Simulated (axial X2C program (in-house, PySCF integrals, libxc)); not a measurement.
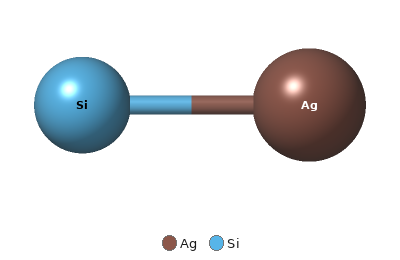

Figure 1. The molecule at the reference distance of 2.387 Å.

## Relativistic diatomic calculation for AgSi⁺

- system: AgSi⁺, single determinant with Ω = 0.
- method: PBE0, two-component X2C with atomic mean-field Coulomb and Gaunt terms, Ag dyall-cv3z, Si dyall-v3z (cores contracted) (axial X2C program (in-house, PySCF integrals, libxc))

### Key numbers

| quantity | value |
| --- | --- |
| outcome | converged |
| bond length rₑ | 2.380 Å |
| ωₑ | 293.8 cm⁻¹ |
| energy at the minimum | −5602.54774 hartree |
| depth below the fragments | 2.17 eV |
| hardware | 1 thread of AMD EPYC (Zen 5), 16 GiB of memory available, shared host |
| wall time | 6.5 s |
| peak memory | 0.89 GiB |

### The input
```
{"zs": [47, 14], "q": 1, "bas": ["dyall-cv3z", "dyall-v3z"], "levels": ["PBE0", "HF", "BP86"], "cc": true, "r0": 2.44, "thr": -2.0, "nmax": 90, "npts": 10, "nst": 2, "ntry": 6}
```

The line is the task of a batch: nuclear charges, charge, bases, the levels to run, a first guess of the distance and further settings. This report covers PBE0 with spin-orbit coupling. The log is that of the reference distance 2.387 Å.

The run was one of a batch that the task file lists, launched with:
```bash
python <driver script> task.json out
```

### Output
```
two-component X2C + atomic mean field  PBE0
basis functions 196  fitting functions 958  grid points 5081
iter        total energy     max residual
   1      -5600.057792170     1.89e+01
   2      -5601.226922872     1.44e+01
   3      -5602.283195507     2.80e-01
   4      -5602.517206137     1.05e+00
   5      -5602.531752177     4.38e-01
   6      -5602.543906436     2.80e-01
   7      -5602.547207048     4.35e-02
   8      -5602.547674859     3.06e-02
   9      -5602.547723272     1.25e-02
  10      -5602.547736776     3.92e-03
  11      -5602.547738786     1.60e-03
  12      -5602.547739245     6.57e-04
  13      -5602.547739312     1.47e-04
  14      -5602.547739330     9.62e-05
  15      -5602.547739341     9.46e-05
  16      -5602.547739353     9.94e-05
  17      -5602.547739360     3.83e-05
  18      -5602.547739363     2.13e-05
  19      -5602.547739363     7.27e-06
converged
one-electron -8001.73731873  Coulomb 2426.99559052  exact exchange -42.02575884  xc functional -128.78966079  nuclear repulsion 145.87289685  atomic mean-field constant -2.86348837
```

### The points of the curve

| R (Å) | E (hartree) | dipole (D; origin at the first atom, positive when the second is positive) | highest filled (eV) | lowest empty (eV) |
| --- | --- | --- | --- | --- |
| 2.077 | −5602.528952 | 4.20 | −12.04 | −9.25 |
| 2.172 | −5602.540140 | 4.59 | −12.00 | −9.23 |
| 2.244 | −5602.544809 | 4.88 | −11.96 | −9.21 |
| 2.315 | −5602.547149 | 5.19 | −11.92 | −9.20 |
| 2.387 | −5602.547739 | 5.48 | −11.86 | −9.19 |
| 2.470 | −5602.546814 | 5.82 | −11.79 | −9.17 |
| 2.554 | −5602.544669 | 6.15 | −11.72 | −9.15 |
| 2.662 | −5602.540744 | 6.54 | −11.61 | −9.12 |
| 2.793 | −5602.534943 | 6.96 | −11.47 | −9.08 |
| 2.984 | −5602.525748 | 7.48 | −11.25 | −8.99 |

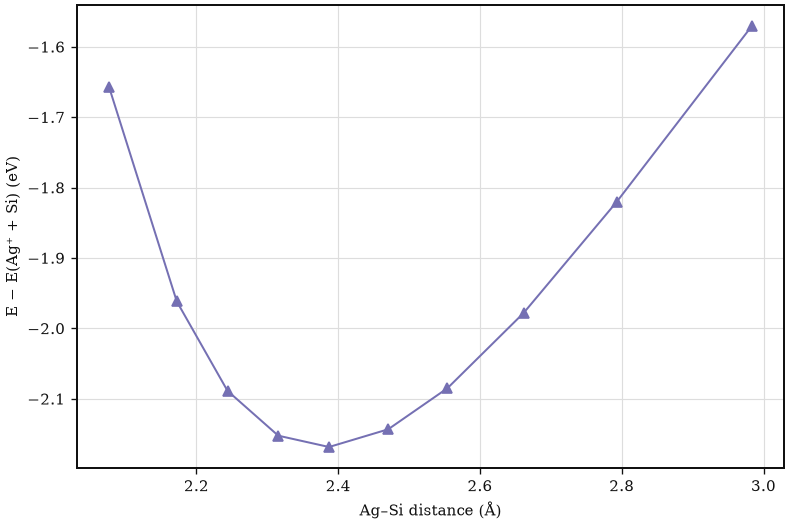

Figure 2. Energy at 10 bond lengths, for one set of occupations held fixed; the line joins the points. A polynomial of degree 6 through 9 points gives rₑ = 2.380 Å, ωₑ = 293.8 cm⁻¹, ωₑxₑ = 1.4 cm⁻¹ and Bₑ = 0.1342 cm⁻¹. The minimum lies 2.17 eV below Ag⁺ + Si, each computed as one determinant at the same level.

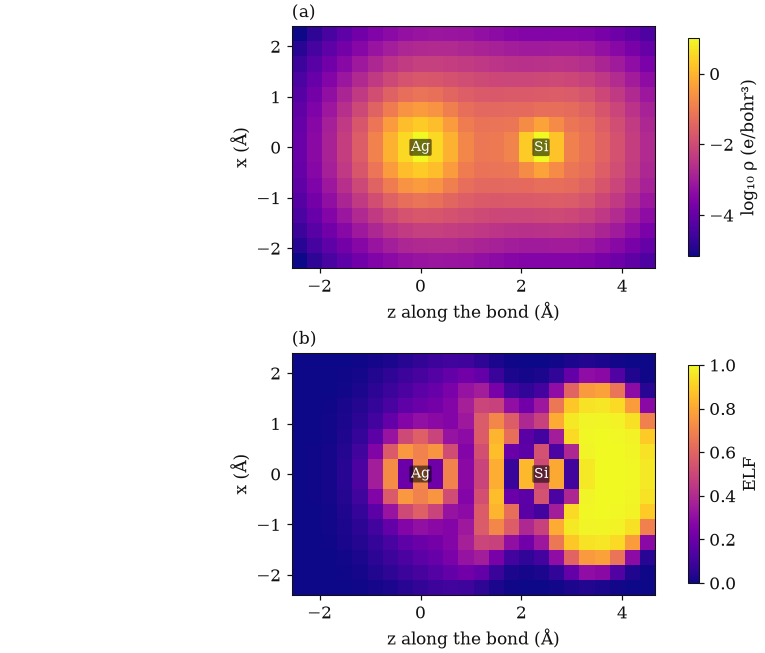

Figure 3. (a) electron density on a logarithmic scale; (b) electron localisation function, in a plane that holds the axis, at 2.39 Å, on points 0.3 Å apart (one half computed, the other mirrored); the structure near the nuclei is finer than these points.

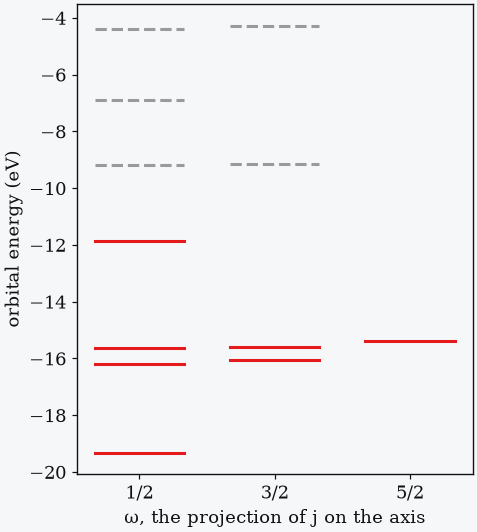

Figure 4. Orbital energies near the frontier at 2.39 Å, filled (solid) and empty (dashed); the Kramers partners at −ω are degenerate and not drawn. The highest filled spinor (1/2; 62 % Si p, 27 % Ag s) lies at −11.86 eV, the lowest empty one (1/2; 84 % Si p, 8 % Ag p) at −9.19 eV.
